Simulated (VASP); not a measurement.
Band structure of SnGeSe2 (space group Pmc2_1). All values below come from PBEsol GGA, VASP's PBE PAW potentials (set 64) (plane waves; VASP 6.6.1).

Without a dispersion term in the relaxation, distances and binding between the weakly bound layers, chains or molecules are unreliable, and so is what depends on them. Unless said otherwise, spin-orbit coupling is left out, though it shifts the bands of the heavy elements here.

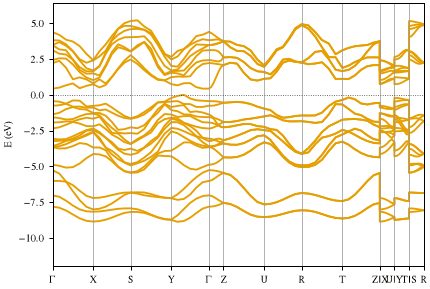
Figure: Bands along high-symmetry lines, zero at the valence-band maximum or, without a gap, the Fermi level

Problem. Read the plot: is there a gap, and where are the band edges?

Solution. The gap is indirect, 0.43 eV, from the valence maximum at Y-Γ at 0.33 to the conduction minimum at Γ. (Edges off the drawn lines would not show.)

The structure comes from a computed database's SnGeSe2 entry (Pmc2_1); how it stands against other phases isn't given here. It was relaxed first, which changed the volume by -9 %.
